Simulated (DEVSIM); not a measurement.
Structure: Cr/La2O3/p-Ge capacitor, at 250 K.

| layer (left to right) | material | thickness (nm) | Na (cm⁻³) |
|---|---|---|---|
| 1 | La2O3 | 4.10 | - |
| 2 | Ge | 15000 | 1.6e15 |

Metal gate on the left, work function 4.5 eV. Fixed charge at the semiconductor interface 0 cm⁻² (in units of +e); interface traps 5.5e11 cm⁻² eV⁻¹, uniform in energy, neutral level at 0.3 of the gap above the valence band.

The device is made up for the run: typed textbook-type constants, with dimensions and the other settings drawn at random. Values at 300 K; Nc and Nv go as T^1.5, mobilities as T to minus their exponent, the gap by Varshni's rule with the affinity fixed.

```csv
parameter,La2O3,Ge
gap (eV),5.8,0.664
affinity (eV),1.8,4
permittivity,27,16
Nc (cm⁻³),-,1.04e19
Nv (cm⁻³),-,6e18
Varshni α (eV/K),-,0.000477
Varshni β (K),-,235
```

DEVSIM, 1D Poisson equation in equilibrium, Boltzmann statistics, complete ionisation; no quantum confinement or tunnelling. Metal contacts follow the ideal Schottky-Mott rule: no Fermi-level pinning, no interface dipoles.

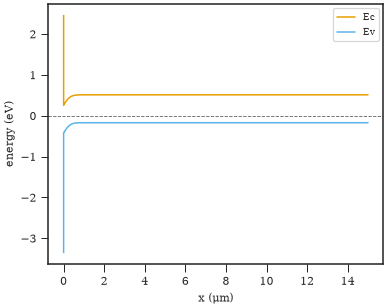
*Band edges at 0.25 V on the gate*

Energies count from the Fermi level of the right contact; mesh points crowd at the junctions.

```csv
x (μm),Ec (eV),Ev (eV),n (cm⁻³),p (cm⁻³),field (V/cm)
0.000,2.450,-3.350,< 1e2,< 1e2,14000
0.001249,2.452,-3.348,< 1e2,< 1e2,14000
0.002867,2.454,-3.346,< 1e2,< 1e2,14000
0.004100,0.256,-0.427,5.6e13,1.1e10,15000
0.006613,0.258,-0.425,5.0e13,1.2e10,9200
0.01181,0.263,-0.420,4.0e13,1.6e10,9100
0.02434,0.274,-0.409,2.4e13,2.6e10,8800
0.07305,0.315,-0.368,3.6e12,1.7e11,8000
0.1722,0.385,-0.298,1.4e11,4.5e12,6200
0.3979,0.479,-0.203,1.7e9,3.6e14,2400
0.9563,0.511,-0.172,3.9e8,1.6e15,23
3.126,0.511,-0.171,3.9e8,1.6e15,≈ 0
7.504,0.511,-0.171,3.9e8,1.6e15,≈ 0
11.90,0.511,-0.171,3.9e8,1.6e15,≈ 0
14.02,0.511,-0.171,3.9e8,1.6e15,≈ 0
14.60,0.511,-0.171,3.9e8,1.6e15,≈ 0
14.84,0.511,-0.171,3.9e8,1.6e15,≈ 0
14.94,0.511,-0.171,3.9e8,1.6e15,≈ 0
14.98,0.511,-0.171,3.9e8,1.6e15,≈ 0
15.00,0.511,-0.171,3.9e8,1.6e15,≈ 0
15.00,0.511,-0.171,3.9e8,1.6e15,≈ 0
15.00,0.511,-0.171,3.9e8,1.6e15,≈ 0
```
